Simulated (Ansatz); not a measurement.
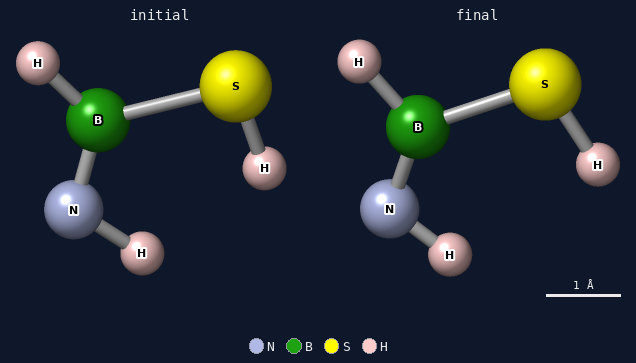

The structure of BNH$_{3}$S (charge −1) before (left) and after (right) a relaxation, at one scale.

A ball-and-stick model, seen at a tilt.

Computed with RKS SPW92 (LDA)/def2-SVP (Ansatz).

Input file:
```yaml
crystal:
  periodic: [false, false, false]
  atoms:
    - {symbol: N, position_ang: [-0.477149, -0.128432, -1.200421]}
    - {symbol: B, position_ang: [0.321007, -0.597025, -0.284946]}
    - {symbol: S, position_ang: [0.680316, 0.427114, 1.491847]}
    - {symbol: H, position_ang: [-1.406542, 0.441243, -0.711583]}
    - {symbol: H, position_ang: [1.334536, -1.217394, -0.583477]}
    - {symbol: H, position_ang: [-0.503182, 0.993142, 1.255857]}
basis:
  gaussian: {orbitals: def2-SVP}
total_charge: -1
hamiltonian: {xc: lda}
relax: {f_tol: 0.05, max_steps: 5, max_displacement: 0.2}
```

Launched with:
```bash
ansatz run in.yaml --threads 2 --pin off --events-out ev --progress --plain --max-ram 3481MiB
```

### Summarise the run.

The relaxation stopped without meeting its thresholds, so the last structure isn't shown to be converged. It used up its limit of 5 steps. The largest move after the best rigid fit is that of H6, 0.23 Å. By element the largest moves are H 0.23 Å, N 0.21 Å, B 0.17 Å, S 0.15 Å. Near-neighbour distances that change, for instance: B2–S3 2.082 → 1.907 Å, N1–H4 1.195 → 1.047 Å, N1–B2 1.302 → 1.354 Å, S3–H6 1.333 → 1.379 Å. Among the angles between lasting bonds that change: B2–S3–H6 84.5° → 98.0°, N1–B2–S3 121.9° → 130.6°, S3–B2–H5 108.3° → 106.2°. After 4 geometry steps the energy has fallen by 19.8 kcal/mol. The largest force component goes from 5.4 to 0.34 eV/Å. The run took 2.3 s on 2 threads of Arm Neoverse V2 (shared host).

Limits of the set-up: the basis has no diffuse functions, which an anion needs.
